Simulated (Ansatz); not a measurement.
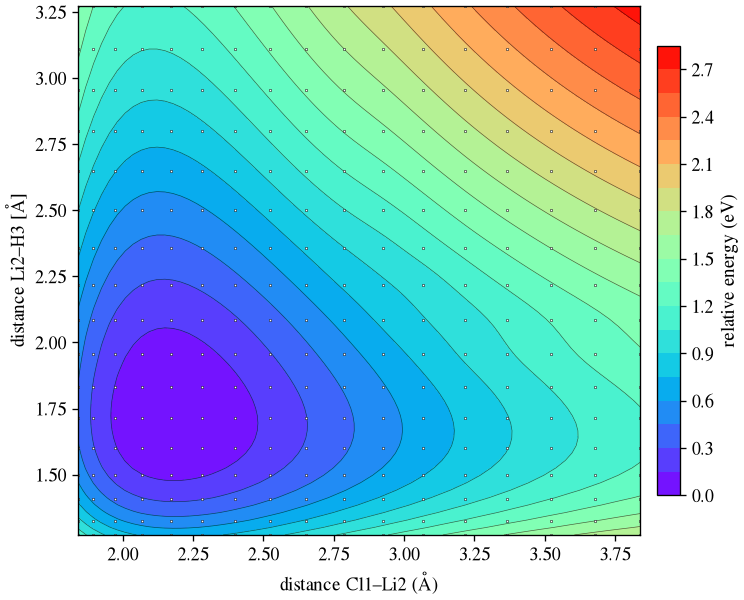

The system Cl⁻ + LiH. 
- The first coordinate is: distance Cl1–Li2; the second: distance Li2–H3.
- Nothing is relaxed (the angle Cl1–Li2–H3 is fixed at 180 degrees).
- Grid: 17 × 17 points.
- Points are written as (first, second).
- Energies are in eV, from the lowest grid point.
- The reference is spin-restricted, so regions where a bond is pulled apart into radicals lie too high.
- These are results of RKS PBE0-D4/aug-cc-pVTZ in Ansatz 0.2.0, not measurements.

In the figure: filled contours, dots at the grid points. Between grid points the surface is interpolated.

The lowest grid point is at (2.170 Å, 1.713 Å). No other kind of well shows on this grid. The highest grid point, (3.840 Å, 3.272 Å), lies 2.77 eV above the lowest. Round the minimum the two coordinates are weakly coupled (coupling 0.05 in units of the two stiffnesses).

The level of theory is changed to RHF-MP2, frozen core/aug-cc-pVTZ (Ansatz); with it change the reference geometry, relaxed at the new level; the new grid has 17 × 17 points, laid about the new relaxed structure. The restricted reference is unstable at some or all points, so the energies there are unreliable.

### What will the new map look like?

The minimum (interpolated where it lies between grid points) moves from (2.170 Å, 1.713 Å) to about (2.183 Å, 1.705 Å). The curvature at the minimum changes by less than a tenth (about 4.7) eV/Å² along distance Cl1–Li2 and by less than a tenth (about 4.2) eV/Å² along distance Li2–H3.

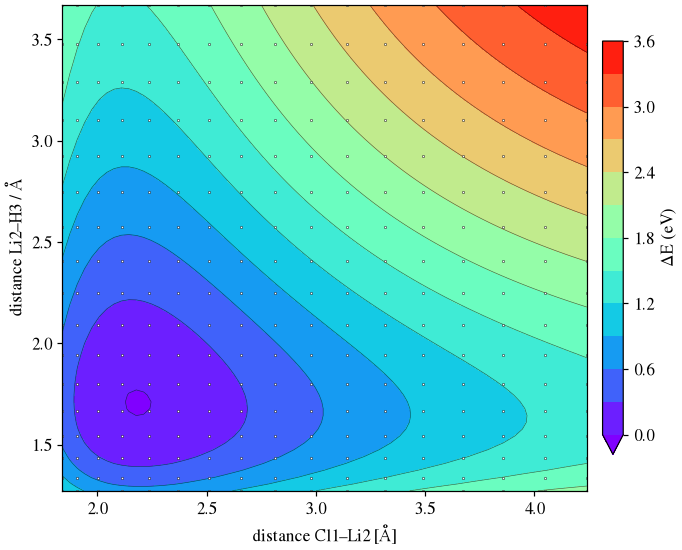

The map after the change, on a colour scale of its own. Drawn: filled contours, dots at the grid points. Between grid points the surface is interpolated.
